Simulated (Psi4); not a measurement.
# BGeH5 (SMILES [BH2][GeH3]): CCSD/aug-cc-pVDZ

Aim: the vertical electron affinity of BGeH5 at CCSD/aug-cc-pVDZ, from 2 runs. 

Program for the calculation: Psi4 1.11.

1 further run of the same task is left out (set aside as unsound or not needed).

## Step 1: The system as given

BGeH5: 7 atoms, total charge 0, spin state singlet. SMILES: `[BH2][GeH3]`. Geometry: relaxed at PBE0-D4/def2-TZVP.

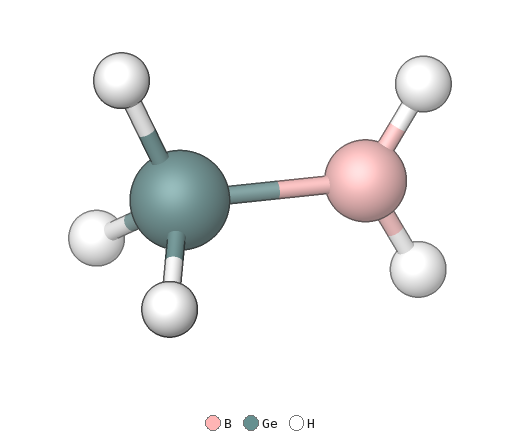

Viewed from a chosen angle; boron pink, germanium teal, hydrogen white.

## Step 2: The energy at CCSD/aug-cc-pVDZ

bgeh5.dat reads:

```
memory 1600 mb

molecule system {
  0 1
  B      0.007500    -1.219800     0.268100
  Ge     0.048900     0.786100    -0.183400
  H     -1.044400    -1.784600     0.312800
  H      0.997700    -1.849300     0.488600
  H     -0.601100     1.019700    -1.562200
  H     -0.799800     1.566200     0.840700
  H      1.452500     1.413700    -0.210300
  symmetry c1
}

set reference rhf
set puream true
set e_convergence 1e-09
set d_convergence 1e-08
set scf_type pk
set num_frozen_docc 10

energy_value, wavefunction = energy('ccsd/aug-cc-pVDZ', return_wfn=True)
print_variables()
```

The run is started by

```console
psi4 -n 1 bgeh5.dat bgeh5.out
```

bgeh5.out, cut to the lines that bear on the results:

```text
[...]
  Running in c1 symmetry.
[...]
  Nuclear repulsion =   94.851367579882037
[...]
  Multiplicity = 1
[...]
  Nalpha       = 21
  Nbeta        = 21
[...]
    Number of basis functions: 104
[...]
   @RHF iter   1: -2102.12462575284371   -3.86910e+00   1.17697e-02 ADIIS/DIIS
[...]
   @RHF iter  10: -2102.88481509123039   -1.18234e-11   3.65941e-09 DIIS
[...]
    Orbital Energies [Eh]
    ---------------------
    Doubly Occupied:
       1A   -405.270691     2A    -52.173499     3A    -46.262365
       4A    -46.262258     5A    -46.262017     6A     -7.630907
       7A     -7.191722     8A     -5.166914     9A     -5.166614
      10A     -5.165771    11A     -1.634429    12A     -1.634370
      13A     -1.632201    14A     -1.630366    15A     -1.629964
      16A     -0.754834    17A     -0.658311    18A     -0.514365
      19A     -0.462821    20A     -0.453582    21A     -0.410279
[...]
  @RHF Final Energy: -2102.88481509123039
   => Energetics <=
    Nuclear Repulsion Energy =             94.8513675798820373
    One-Electron Energy =               -3119.5358039078687398
    Two-Electron Energy =                 921.7996212367561384
    Total Energy =                      -2102.8848150912303936
[...]
 Multipole Moments:
 ------------------------------------------------------------------------------------
     Multipole            Electronic (a.u.)      Nuclear  (a.u.)        Total (a.u.)
 ------------------------------------------------------------------------------------
 L = 1.  Multiply by 2.5417464519 to convert [e a0] to [Debye]
 Dipole X            :          0.2544005           -0.2288497            0.0255509
 Dipole Y            :          2.7922301           -3.0386751           -0.2464449
 Dipole Z            :         -0.6095960            0.6681663            0.0585704
 Magnitude           :                                                    0.2545947
[...]
      * MP2 total energy                      = -2103.103108526910546
[...]
      * CCSD total energy                     = -2103.147465466372068
[...]
```

Wall time 29 s (1 thread of Intel Xeon 6975P-C (Granite Rapids), shared host); peak memory 0.92 GiB.

## Step 3: The doublet anion, same level

job.in reads:

```
memory 1600 mb

molecule {
  -1 2
  B      0.007500    -1.219800     0.268100
  Ge     0.048900     0.786100    -0.183400
  H     -1.044400    -1.784600     0.312800
  H      0.997700    -1.849300     0.488600
  H     -0.601100     1.019700    -1.562200
  H     -0.799800     1.566200     0.840700
  H      1.452500     1.413700    -0.210300
  symmetry c1
}

set globals {
  basis           aug-cc-pVDZ
  reference       uhf
  puream          true
  e_convergence   1e-09
  d_convergence   1e-08
  scf_type        pk
  num_frozen_docc 10
  maxiter         200
}

energy("ccsd")
```

The run is started by

```console
psi4 job.in job.out -n 1
```

job.out, cut to the lines that bear on the results:

```text
[...]
  Running in c1 symmetry.
[...]
  Nuclear repulsion =   94.851367579882037
[...]
  Multiplicity = 2
[...]
  Nalpha       = 22
  Nbeta        = 21
[...]
    Number of basis functions: 104
[...]
   @UHF iter   1: -2102.02388589094744   -3.76836e+00   1.21067e-02 ADIIS/DIIS
[...]
   @UHF iter  14: -2102.87717227980465   -7.27596e-12   4.90991e-09 DIIS
[...]
   @S^2 Observed:                7.600038509E-01
[...]
    Orbital Energies [Eh]
    ---------------------
    Alpha Occupied:
       1A   -405.078838     2A    -51.981286     3A    -46.070215
       4A    -46.070195     5A    -46.069579     6A     -7.362012
       7A     -6.999661     8A     -4.975347     9A     -4.975143
      10A     -4.972477    11A     -1.444131    12A     -1.443493
      13A     -1.438533    14A     -1.438464    15A     -1.438016
      16A     -0.557311    17A     -0.447806    18A     -0.299834
      19A     -0.290304    20A     -0.251186    21A     -0.189484
      22A     -0.024136
    Alpha Virtual:
      23A      0.142634    24A      0.155117    25A      0.163725
[...]
  @UHF Final Energy: -2102.87717227980465
   => Energetics <=
    Nuclear Repulsion Energy =             94.8513675798820373
    One-Electron Energy =               -3127.9314597545762808
    Two-Electron Energy =                 930.2029198948893054
    Total Energy =                      -2102.8771722798046540
  UHF NO Occupations:
  HONO-2 :   20  A 1.9994362
  HONO-1 :   21  A 1.9964293
[...]
 Multipole Moments:
 ------------------------------------------------------------------------------------
     Multipole            Electronic (a.u.)      Nuclear  (a.u.)        Total (a.u.)
 ------------------------------------------------------------------------------------
 L = 1.  Multiply by 2.5417464519 to convert [e a0] to [Debye]
 Dipole X            :          0.2725241           -0.2288497            0.0436744
 Dipole Y            :          5.1531420           -3.0386751            2.1144669
 Dipole Z            :         -1.1450768            0.6681663           -0.4769105
 Magnitude           :                                                    2.1680225
[...]
      * MP2 total energy                      = -2103.119781323615825
[...]
      * CCSD total energy                     = -2103.162861426592372
[...]
```

It took 71 s on 1 thread of Intel Xeon 6975P-C (Granite Rapids), shared host; peak memory 0.92 GiB.

## Step 4: Outcome

Level: CCSD/aug-cc-pVDZ, 10 core orbitals frozen.

```
                                                                 quantity           value
                                              singlet BGeH5: total energy  -2103.14747 Eh
                       singlet BGeH5: HOMO energy (Hartree–Fock orbitals)       -11.16 eV
                       singlet BGeH5: LUMO energy (Hartree–Fock orbitals)         0.74 eV
                     singlet BGeH5: HOMO–LUMO gap (Hartree–Fock orbitals)        11.91 eV
              singlet BGeH5: correlation energy (10 core orbitals frozen)      -262.7 mEh
                                             singlet BGeH5: T1 diagnostic           0.009
                                              doublet anion: total energy  -2103.16286 Eh
doublet anion: HOMO energy (Hartree–Fock orbitals) (highest over α and β)        -0.66 eV
 doublet anion: LUMO energy (Hartree–Fock orbitals) (lowest over α and β)         3.88 eV
              doublet anion: correlation energy (10 core orbitals frozen)      -285.7 mEh
                         doublet anion: ⟨S²⟩ of the reference determinant           0.760
                                             doublet anion: T1 diagnostic           0.014
                        vertical electron affinity (to the doublet anion)        0.419 eV
```

What this shows: At fixed nuclei the extra electron is bound by 0.42 eV (9.7 kcal/mol).
